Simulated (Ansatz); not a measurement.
# V_Cl (site 1) in Cs3Li2Cl5 (Imm2): charge-transition levels and formation energies

Aim: at which Fermi levels does V_Cl (site 1) in Cs3Li2Cl5 (Imm2) change its charge? The model is a cell of 60 host atoms with 1 Cl taken out.

Main program and level: Ansatz 0.2.0; place-levels on PBEsol runs: charge-transition levels and formation energies with image-charge correction and potential alignment at the atomic sites.

### Step 1. The starting structure

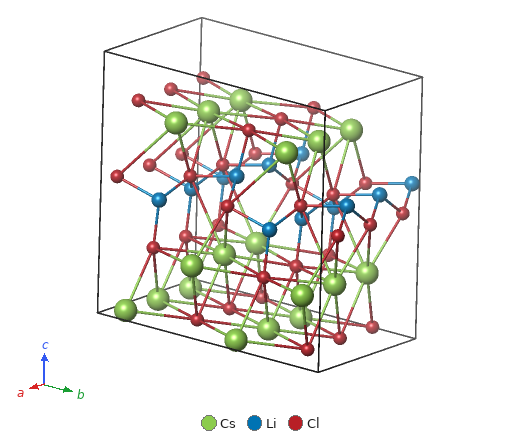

Start, viewed slightly off an axis; caesium green, lithium blue, chlorine red. Some periodic images of atoms are drawn too.

The cell holds 59 atoms: 18 Cs, 12 Li and 29 Cl. Its edges and angles: a = 12.405 Å, b = 11.479 Å, c = 12.396 Å, α = 103.4°, β = 99.6°, γ = 90.0°. It derives from Cs3Li2Cl5 (space group Imm2). Nearest the centre at fractional (0.495, 0.401, 0.480): Li33 at 2.37 Å, Li44 at 2.39 Å, Li25 at 2.39 Å, Li24 at 3.49 Å, Cs2 at 3.49 Å, Cs22 at 3.49 Å, Cl45 at 3.57 Å, Cl35 at 3.57 Å.

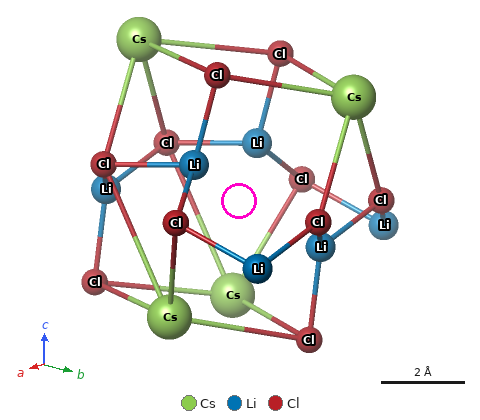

The atoms within 5 Å of the centre. A ring marks the centre wherever it is empty.

Screening for the image-charge correction: ε∞ = (2.85, 2.83, 2.85), ε0 = principal values (7.09, 7.39, 8.56), from a response run on this crystal (DFPT, PBEsol) at that run's own cell.

The cell's shortest repeat is 11.5 Å.

### Step 2. What was run first

Levels follow from differences of total energies between charge states, each relaxed by itself.

Each atom starts 0.05 Å or so off its site in a random direction. Forces are taken at one point at (¼, ¼, ¼). The cell holds 1 electron more than the neutral one, with a uniform background that keeps it neutral on the whole.

The sampling was tested on the host first: at the k-points planned (1x1x1 shifted 0.25 0.25 0.25) its energy lies 0.000 eV an atom from the dense-mesh value, under the bound of 0.02 eV set for this test; that bounds the host's error, not the defect's.

One state's input; the others differ in charge, spin, start and seed, and in occupations where the table says so.

The input, qm1.relax/input.yaml:

```yaml
crystal:
  lattice:
    - [-7.26281086, 0.0, 10.05667359]
    - [-9.30598675, 0.0, -6.72045129]
    - [3.53696516, -11.88043227, 0.00400056]
  atoms:
    - { symbol: Cs, position: [0.2069849, 0.17983681, 0.75369014] }
    - { symbol: Cs, position: [0.28908819, 0.30299174, 0.24630986] }
[... 5 atom lines left out ...]
    - { symbol: Cl, position: [0.16135374, 0.40109498, 0.47991485] }
[... 5 atom lines left out ...]
    - { symbol: Li, position: [0.15332259, 0.58940981, 0.43173475] }
[... 6 atom lines left out ...]
    - { symbol: Cs, position: [0.54031823, 0.17983681, 0.75369014] }
    - { symbol: Cs, position: [0.62242152, 0.30299174, 0.24630986] }
[... 1 atom line left out ...]
    - { symbol: Li, position: [0.48665592, 0.08940981, 0.43173475] }
    - { symbol: Li, position: [0.34274434, 0.37354243, 0.56826525] }
    - { symbol: Cl, position: [0.33471546, 0.16113756, 0.52008515] }
    - { symbol: Cl, position: [0.45419481, 0.0546973, 0.23701797] }
    - { symbol: Cl, position: [0.37518882, 0.43618832, 0.76298203] }
[... 1 atom line left out ...]
    - { symbol: Cs, position: [0.54031823, 0.67983681, 0.75369014] }
[... 2 atom lines left out ...]
    - { symbol: Li, position: [0.48665592, 0.58940981, 0.43173475] }
[... 1 atom line left out ...]
    - { symbol: Cl, position: [0.33471546, 0.66113756, 0.52008515] }
    - { symbol: Cl, position: [0.45419481, 0.5546973, 0.23701797] }
[... 7 atom lines left out ...]
    - { symbol: Li, position: [0.67607767, 0.37354243, 0.56826525] }
    - { symbol: Cl, position: [0.66804879, 0.16113756, 0.52008515] }
[... 1 atom line left out ...]
    - { symbol: Cl, position: [0.82802041, 0.40109498, 0.47991485] }
    - { symbol: Cl, position: [0.70852215, 0.43618832, 0.76298203] }
[... 4 atom lines left out ...]
    - { symbol: Li, position: [0.81998926, 0.58940981, 0.43173475] }
[... 1 atom line left out ...]
    - { symbol: Cl, position: [0.66804879, 0.66113756, 0.52008515] }
[... 3 atom lines left out ...]
    - { symbol: Cl, position: [0.74801652, 0.74349211, 0.0] }
  host:
    repeats: [3, 2, 1]
    atoms:
      - { symbol: Cs, position: [0.6209547, 0.35967362, 0.75369014] }
      - { symbol: Cs, position: [0.86726456, 0.60598348, 0.24630986] }
      # ... 8 more atoms of the perfect host
total_charge: -1
basis:
  ecutwfc: 420
  xc_grid: 2
hamiltonian:
  xc: pbesol
kpoints:
  mp_grid: { grid: [1, 1, 1], shift: [0.25, 0.25, 0.25] }
scf:
  occupations: { method: fixed }
  max_iter: 100
output:
  forces: true
  charged_corrections:
    epsilon: [2.85, 2.83, 2.85]
    static_epsilon: [[8.16, 0.0, 0.56], [0.0, 7.09, 0.0], [0.56, 0.0, 7.79]]
    defect_position: [0.494687, 0.401095, 0.479915]
relax:
  f_tol: 0.02
  max_steps: 80
  random_displacement: { amplitude: 0.05, seed: 4618 }
checkpoint:
  write: "../qm1.relax.run"
  compress: false
  write_wavefunctions: true
  write_every: 100000
```

The run is started by

```sh
ansatz run input.yaml --threads 8 --pin off --max-ram 14131MiB --backend cpu --events-out ev --progress --plain --runs-dir out
```

The relaxed structure is kept and the sampling changed to a 2×2×2 shifted mesh.

The run of this state that the levels use, under PBEsol:

The input, qm1.point/input.yaml:

```yaml
crystal:
  checkpoint: "../qm1.relax.run"
  host: checkpoint
total_charge: -1
basis:
  ecutwfc: 420
  xc_grid: 2
hamiltonian:
  xc: pbesol
kpoints:
  mp_grid: { grid: [2, 2, 2], shift: [0.5, 0.5, 0.5] }
scf:
  occupations: { method: fermi_dirac, width: 0.01 }
  max_iter: 100
output:
  forces: true
  eigenvalues: true
  charged_corrections:
    epsilon: [2.85, 2.83, 2.85]
    static_epsilon: [[8.16, 0.0, 0.56], [0.0, 7.09, 0.0], [0.56, 0.0, 7.79]]
    defect_position: [0.494687, 0.401095, 0.479915]
  eigenstates: { localisation: true }
  populations: true
  band_densities: [{ bands: [v1, v1] }, { bands: [c1, c1] }]
  write_density: true
  write_potential: true
  volumetric_format: npy
checkpoint:
  read: "../qm1.relax.run"
  write: "../qm1.point.run"
  compress: false
  write_wavefunctions: false
  write_every: 100000
```

Relaxations under PBEsol at one point at (¼, ¼, ¼); times on 8 threads of Intel Xeon Platinum 8559C (Emerald Rapids), shared host:

| charge | moment (μB) | occupations | outcome | steps | largest displacement against the far atoms (Å) | time |
| --- | --- | --- | --- | --- | --- | --- |
| −1 | 0 | fixed | converged | 10 | 0.47 | 60 s |
| 0 | 1 | fixed | converged | 4 | 0.17 | 58 s |
| +1 | 0 | fixed | converged | 8 | 0.77 | 48 s |

Single points under PBEsol at a 2×2×2 shifted mesh; times on 8 threads of Intel Xeon Platinum 8559C (Emerald Rapids), shared host:

| charge | moment (μB) | occupations | outcome | time |
| --- | --- | --- | --- | --- |
| −1 | 0 | fermi-dirac | converged | 44 s |
| 0 | 1 | fermi-dirac | converged | 1.8 min |
| +1 | 0 | fermi-dirac | converged | 42 s |

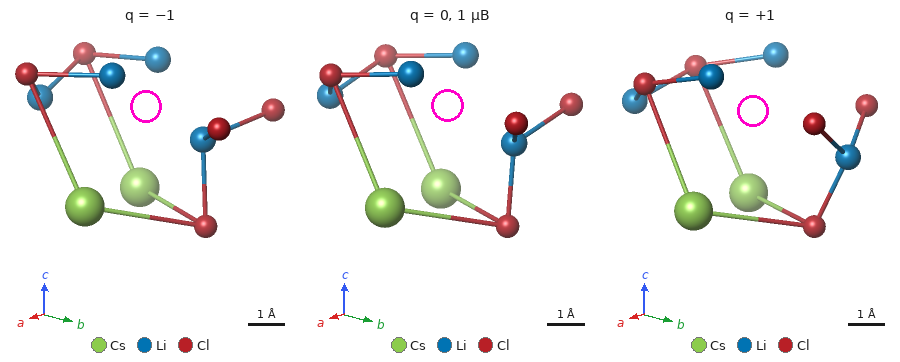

The structures near the centre after relaxation with PBEsol, by charge. A ring marks the centre wherever it is empty.

Distances (Å) from the ideal centre to the nearest atoms after relaxation with PBEsol:

| charge | moment (μB) | 1. | 2. | 3. | 4. | 5. | 6. |
| --- | --- | --- | --- | --- | --- | --- | --- |
| −1 | 0 | Li 1.90 | Li 2.04 | Li 2.05 | Li 3.18 | Cs 3.46 | Cs 3.47 |
| 0 | 1 | Li 2.20 | Li 2.32 | Li 2.33 | Cl 3.46 | Cl 3.46 | Li 3.47 |
| +1 | 0 | Li 2.78 | Li 2.79 | Li 3.12 | Cl 3.32 | Cl 3.32 | Cl 3.33 |

### Step 3. Placing the levels, PBEsol

A charged cell interacts with its images and the background, and its potential has another zero than the host's. place-levels removes the first by a point-charge model, screened by the static dielectric constant since the ions have relaxed around the charge, and the second by comparing potentials at atoms far from the defect.

The host is a run of the defect-free crystal in the same cutoffs, grids and k-points, so that basis and sampling errors cancel in part in the differences. The host is run in a cell of 10 atoms on a matching mesh. Its band edges are searched through the zone by a band path, so the gap is smaller than, or equal to, that on the mesh. Chemical potentials are energies per atom of Cl (Cl2 molecule), run with the same functional and cutoff.

The input, levels.point.yaml:

```yaml
host:
  run: host.point.run
states: [qm1.point.run, q0_M1.point.run, qp1.point.run]
geometry_from:
  qm1.point.run: qm1.relax.run
  q0_M1.point.run: q0_M1.relax.run
  qp1.point.run: qp1.relax.run
  host.point.run: host.relax.run
chemical_potentials:
  Cl:
    energy: -1060.711994
    dataset: "<sha256 of the dataset>"
epsilon: [2.85, 2.83, 2.85]
static_epsilon:
  - [8.16, 0.0, 0.56]
  - [0.0, 7.09, 0.0]
  - [0.56, 0.0, 7.79]
vertical:
  - { from: qm1.point.run, to: qm1.point_neutral.run }
  - { from: qp1.point.run, to: qp1.point_neutral.run }
```

The run is started by

```sh
ansatz place-levels levels.point.yaml -- --threads 8 --pin off --max-ram 14131MiB
```

Numbers of over 12 decimals in the logs are rounded to 6 here.

The log of the run:

```text
[... repeated set-up lines and file paths are left out, and long positions are rounded to six places ...]
(+1/0) 4.275 eV above the valence edge, 0.961 eV under the conduction edge
(0/-1) 4.832 eV above the valence edge, 0.404 eV under the conduction edge
formation energy of charge +1: +0.265 eV with the Fermi level at the valence edge
formation energy of charge 0: +4.540 eV with the Fermi level at the valence edge
formation energy of charge -1: +9.373 eV with the Fermi level at the valence edge
vertical -1 to 0: no energy, since no alignment is typed
  the change from vertical[0].from (qm1.point.run) to vertical[0].to (qm1.point_neutral.run): by its potential at epsilon [2.85, 2.83, 2.85] it stands at 0.496 0.387 0.490, with an rms radius of about 2.1 Å (1.2 1.2 1.2 Å across the planes of the cell's [...]
vertical +1 to 0: no energy, since no alignment is typed
  the change from vertical[1].from (qp1.point.run) to vertical[1].to (qp1.point_neutral.run): by its potential at epsilon [2.85, 2.83, 2.85] it stands at 0.495 0.393 0.485, with an rms radius of about 2.8 Å (1.7 1.6 1.5 Å across the planes of the cell's [...]
  edges by pbesol, gap 5.236 eV; the host is sampled to repeats of 29.63 Å
  the defect's cells are sampled to repeats of 29.63 Å, like sampling
  charge +1: -133860.9294 eV with its correction of +0.073 eV, at epsilon [[8.16, 0, 0.56], [0, 7.09, 0], [0.56, 0, 7.79]], aligned at sites: -0.1501 eV, mean over 32 atomic sites at or beyond 5.74 Å from the defect at [0.4947, 0.4011, 0.4799], with -0.019757 [...]
  charge 0: +0.000 eV for its dipole among its images, +0.000 omitted
  charge -1: -133846.8883 eV with its correction of +0.327 eV, at epsilon [[8.16, 0, 0.56], [0, 7.09, 0], [0.56, 0, 7.79]], aligned at sites: -0.1041 eV, mean over 32 atomic sites at or beyond 5.74 Å from the defect at [0.4947, 0.4011, 0.4799], with +0.007123 [...]
  of states[1] (q0_M1.point.run): its displacements don't fall off away from the defect: farther atoms stand 0.018 Å off the host's places. [...]
```

Run time: 0.24 s. Hardware: 8 threads of Intel Xeon Platinum 8559C (Emerald Rapids), shared host.

Under PBEsol the gap is 5.24 eV, (+1/0) 4.28, (0/−1) 4.83 eV.

Levels between the charges placed, in eV above the valence top:

|  | gap (eV) | (+1/0) | (0/−1) |
| --- | --- | --- | --- |
| PBEsol | 5.24 | 4.28 | 4.83 |

Corrections by state:

| charge | moment (μB) | image terms and alignment (eV) | band filling (eV) | ε used | over the lowest of its charge, as the program ranks them, band filling apart (eV) |
| --- | --- | --- | --- | --- | --- |
| +1 | 0.0 | 0.073 | - | principal values (7.09, 7.39, 8.56) | 0.000 |
| 0 | 1.0 | 0.000 | - | - | 0.000 |
| −1 | 0.0 | 0.327 | - | principal values (7.09, 7.39, 8.56) | 0.000 |

The charged structures listed were also run neutral, and place-levels reads from each pair, by the potential or the spins, how wide the charge is by which they differ; that can be the carrier of either run.

| charge | rms radius (Å) | spread where it is widest against the cell (Å) | wide from (Å) | reading |
| --- | --- | --- | --- | --- |
| +1 | 2.8 | 1.73 | 2.12 | narrow |
| −1 | 2.1 | 1.17 | 1.93 | narrow |

The neutral runs of these pairs need not share the spin of the lowest neutral state, and very wide values only mean spread over the cell.

From the program's caveats on the states, each cut to its opening words:

- charge 0 (1 μB): its displacements don't fall off away from the defect: farther atoms stand 0.018 Å off the host's places
- charge 0 (1 μB): flagged: stability check not made

Chemical potentials of the elements' reference phases, run alike. Formation energies (elemental references), with the Fermi level at the valence top and at the conduction bottom (gap 5.24 eV):

| charge | at valence top (eV) | at conduction bottom (eV) | correction included (eV) |
| --- | --- | --- | --- |
| +1 | 0.27 | 5.50 | 0.07 |
| 0 | 4.54 | 4.54 | 0.00 |
| −1 | 9.37 | 4.14 | 0.33 |

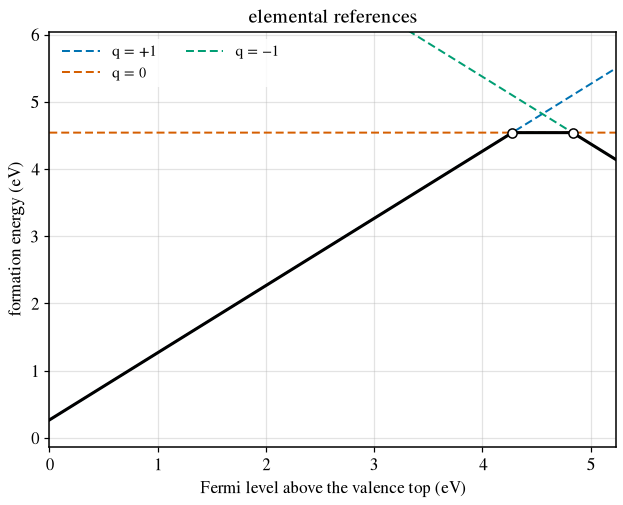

Formation energy against Fermi level; the thick line follows the lowest charge state and circles mark the transition levels.

Charge transition levels, in eV, zero at the valence-band top of the host:

|  | conduction bottom | valence top |
| --- | --- | --- |
| V_Cl1 | 5.24 | 0.00 |

|  | level | energy (eV) |
| --- | --- | --- |
| V_Cl1 | (+1/0) | 4.28 |
| V_Cl1 | (0/−1) | 4.83 |

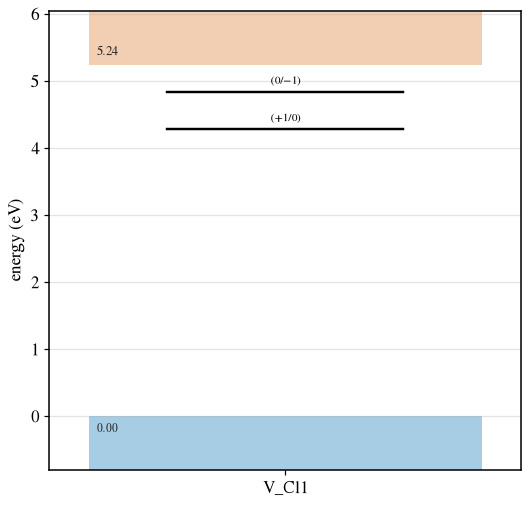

Charge transition levels. Shaded: valence and conduction bands.

### Step 4. The same at the relaxations' own k-points

The relaxations' own energies give the levels at their sampling, for comparison.

The input, levels.relax_mesh.yaml:

```yaml
host:
  run: host.relax.run
states: [qm1.relax.run, q0_M1.relax.run, qp1.relax.run]
chemical_potentials:
  Cl:
    energy: -1060.711994
    dataset: "<sha256 of the dataset>"
```

The run is started by

```sh
ansatz place-levels levels.relax_mesh.yaml -- --threads 8 --pin off --max-ram 14131MiB
```

The log of the run:

```text
(+1/0) 4.281 eV above the valence edge, 0.955 eV under the conduction edge
(0/-1) 4.849 eV above the valence edge, 0.388 eV under the conduction edge
formation energy of charge +1: +0.265 eV with the Fermi level at the valence edge
formation energy of charge 0: +4.546 eV with the Fermi level at the valence edge
formation energy of charge -1: +9.395 eV with the Fermi level at the valence edge
  edges by pbesol, gap 5.236 eV; the host is sampled to repeats of 16.90 Å
[... the lines on each state left out ...]
```

It took 0.08 s on 8 threads.

Levels between neighbouring charges, in eV above the valence top:

|  | gap (eV) | (+1/0) | (0/−1) |
| --- | --- | --- | --- |
| one point at (¼, ¼, ¼) | 5.24 | 4.28 | 4.85 |
| a 2×2×2 shifted mesh | 5.24 | 4.28 | 4.83 |

Going from one point at (¼, ¼, ¼) to a 2×2×2 shifted mesh moves the levels that carry no band-filling term by up to 0.02 eV and formation energies against the elements by up to 0.02 eV.

### Step 5. place-levels, r2SCAN

r2SCAN on the same structure is run to see how far the result rests on the functional, though not on the errors that semilocal functionals share; the sampling changes too, to one point at (¼, ¼, ¼), so differences hold both changes.

qm1.r2scan/input.yaml, as its differences from qm1.point/input.yaml of step 2:

```diff
@@ -5,8 +5,8 @@
 basis:
-  ecutwfc: 420
+  ecutwfc: 500
   xc_grid: 2
 hamiltonian:
-  xc: pbesol
+  xc: r2scan
 kpoints:
-  mp_grid: { grid: [2, 2, 2], shift: [0.5, 0.5, 0.5] }
+  mp_grid: { grid: [1, 1, 1], shift: [0.25, 0.25, 0.25] }
 scf:
@@ -27,5 +27,5 @@
   volumetric_format: npy
+  elf: true
 checkpoint:
-  read: "../qm1.relax.run"
-  write: "../qm1.point.run"
+  write: "../qm1.r2scan.run"
   compress: false
```

Run time: 23 s. Hardware: 8 threads; peak memory 3.9 GiB.

The input, levels.r2scan.yaml:

```yaml
host:
  run: host.r2scan.run
states: [qm1.r2scan.run, q0_M1.r2scan.run, qp1.r2scan.run]
geometry_from:
  qm1.r2scan.run: qm1.relax.run
  q0_M1.r2scan.run: q0_M1.relax.run
  qp1.r2scan.run: qp1.relax.run
  host.r2scan.run: host.relax.run
chemical_potentials:
  Cl:
    energy: -1083.517615
    dataset: "<sha256 of the dataset>"
```

The run is started by

```sh
ansatz place-levels levels.r2scan.yaml -- --threads 8 --pin off --max-ram 14131MiB
```

The log of the run:

```text
(+1/0) 4.624 eV above the valence edge, 1.467 eV under the conduction edge
(0/-1) 5.447 eV above the valence edge, 0.644 eV under the conduction edge
formation energy of charge +1: +0.288 eV with the Fermi level at the valence edge
formation energy of charge 0: +4.911 eV with the Fermi level at the valence edge
formation energy of charge -1: +10.358 eV with the Fermi level at the valence edge
  edges by r2scan, gap 6.090 eV; the host is sampled to repeats of 16.90 Å
[... the lines on each state left out ...]
```

Wall time 0.15 s (8 threads).

Under r2SCAN the gap is 6.09 eV, (+1/0) 4.62, (0/−1) 5.45 eV.

### Step 6. Cost and result

Levels between neighbouring charges, in eV above each run's own valence top:

|  | gap (eV) | (+1/0) | (0/−1) | CPU time a state at this stage (restarts are quicker than cold starts) |
| --- | --- | --- | --- | --- |
| PBEsol, 2×2×2 shifted mesh | 5.24 | 4.28 | 4.83 | 8.2 min |
| r2SCAN on PBEsol structures, (¼, ¼, ¼) | 6.09 | 4.62 | 5.45 | 4.7 min |

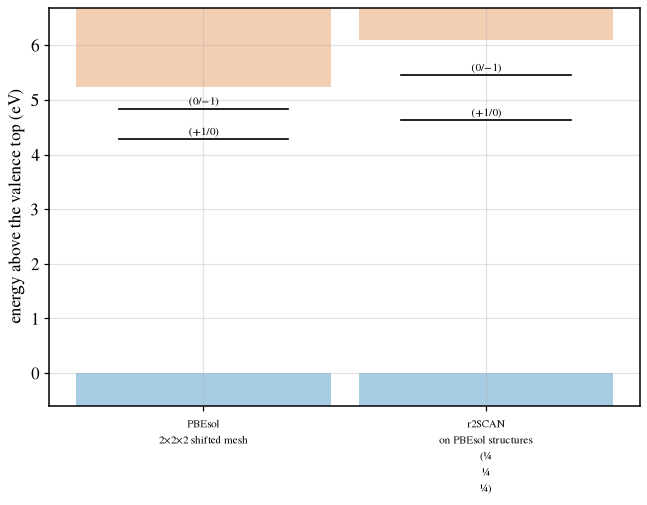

Levels between stable charges at each rung, each against its own band edges (shaded).

### Step 7. Results

```
gap of the host                                                             : 5.24 eV (PBEsol)
level (plus 1/0)                                                            : 4.28 eV above the valence top
level (0/minus 1)                                                           : 4.83 eV above the valence top
lowest of the charges placed, just above the valence top (0.02 eV)          : +1
lowest of the charges placed, just below the conduction bottom (0.02 eV)    : −1
lowest formation energy at mid-gap of the charges run, elemental references : 2.88 eV
```

In words: Of the charges placed (−1, 0 and +1), the lowest changes at 4.28 eV (+1/0) and 4.83 eV (0/−1) above the valence top, in a gap of 5.24 eV. Charges above +1 and below −1 were not placed, so these runs say nothing of levels that involve them. States placed: +1 at 0 μB; 0 at 1 μB; −1 at 0 μB. Other spin states or structures, where not listed, weren't placed. Going from one point at (¼, ¼, ¼) to a 2×2×2 shifted mesh moves the levels that carry no band-filling term by up to 0.02 eV and formation energies against the elements by up to 0.02 eV. Keep in mind: PBEsol makes the gap too small and tends to spread out bound carriers; where a gas molecule sets a chemical potential or the host's formation energy, its binding is uncorrected; spin–orbit coupling, which can matter with heavy atoms, is left out.

[Logs are printed without paths, hosts, clocks, repeated set-up lines and the standing remarks that a program may print on its own settings, such as how far it seeks lower states.]

[Hosts, paths, dates, database ids (printed as entryN), source tags and the programs' standing remarks are cut or masked in the printed files.]

[Where a table of states has a column of steps, it counts the stored structures, which are thinned; the runs took as many ionic steps or more.]

[A defect's name tells the site on which it was built; relaxed atoms can leave that site.]

[For some hosts the program warned that the k-mesh of the response run may be too coarse for force constants and the static dielectric constant; such warnings are not shown here.]
